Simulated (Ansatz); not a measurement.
# BClFH···H₂O: what the fields show

```xyz
7

B     0.0299    0.3902    0.0193
O     0.0251   -0.0167    1.6902
H    -0.8762   -0.3860    1.8235
H     1.0137   -0.1555   -0.4374
F    -1.1983   -0.0726   -0.3698
Cl    0.1325    2.2375    0.1476
H     0.0009    0.8878    2.0860
```

All numbers below come from RKS PBE-D4/def2-SVP (Ansatz).

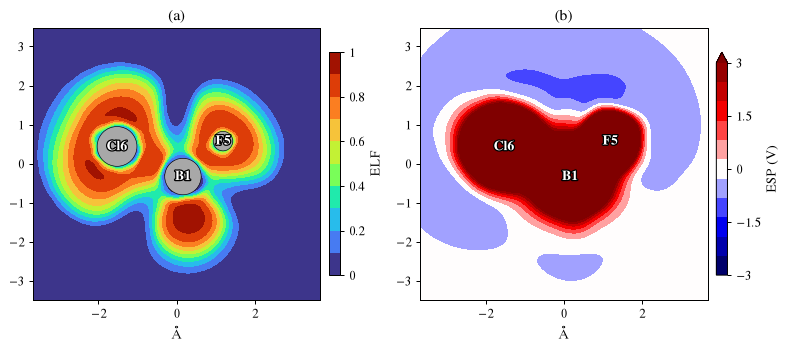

Figure 1. (a) electron localisation function; (b) molecular electrostatic potential on the plane of atoms F5, B1 and Cl6. Grey discs cover the atomic cores in the ELF map.

> What does the map show?

The plane passes through B, F and Cl nuclei. B–F (1.37 Å): the ELF peaks at about 0.85 between the atoms (a shared but strongly polarised pair). B–Cl (1.85 Å): the ELF peaks at about 0.90 between the atoms; a polar covalent bond. The ELF also peaks beside Cl6 and F5, away from the bonds: lone-pair regions. Outside the dense part of the complex the potential is most negative (−1.1 V) near F5.

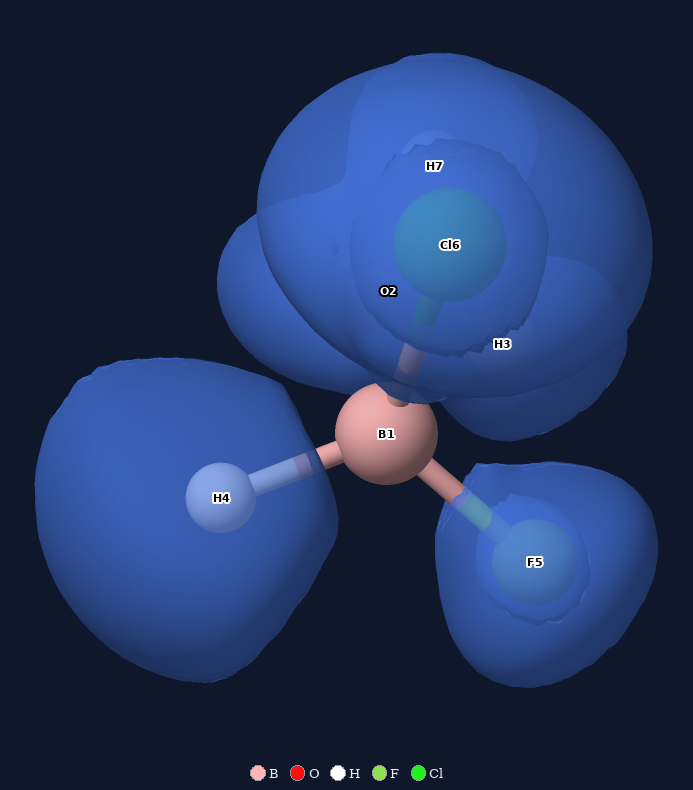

Figure 2. Isosurface of the electron localisation function at 0.75 (blue), seen at an oblique angle. Core shells and regions of very low density are left out.

> Describe the localisation domains.

The surface consists of one region around a hydrogen nucleus, one region on Cl in which the atom's valence shell and bonds are merged, one region on F in which the atom's valence shell and bonds are merged and one joined region spread over several atoms (H, O), in which their bonds and any lone pairs are merged.


B1···O2 (1.72 Å): the ELF peaks at about 0.90 between the atoms.

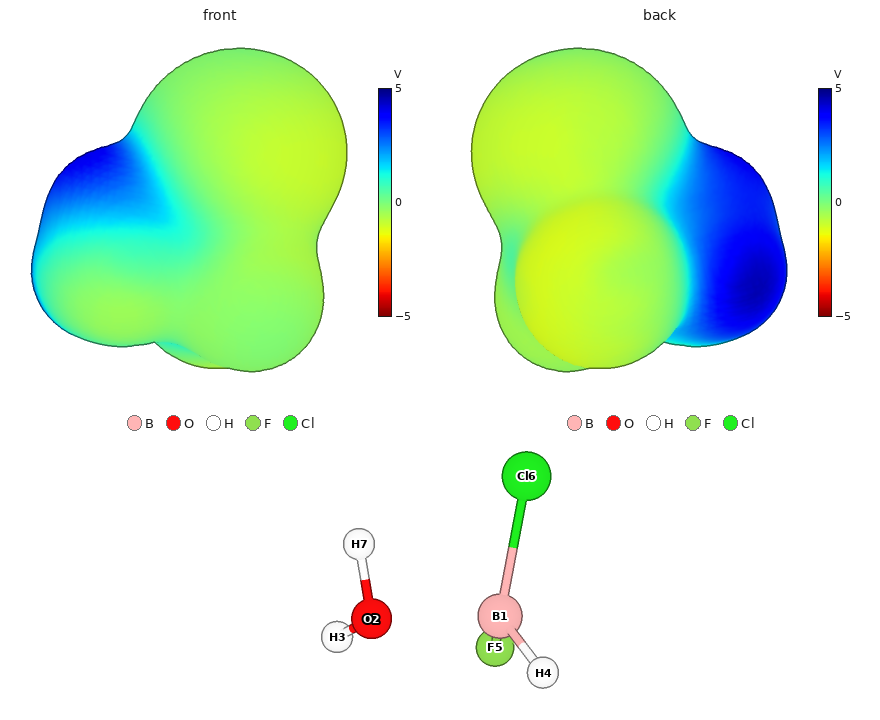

Figure 3. The molecular electrostatic potential painted on the density surface at 0.004 e/bohr³, seen from the front and from behind; red is negative and blue positive. The bare structure is drawn below in the same view.

> Describe the electrostatic potential map.

The most negative region (about −1.1 V) lies over F5, the most positive (about +4.4 V) over H3.
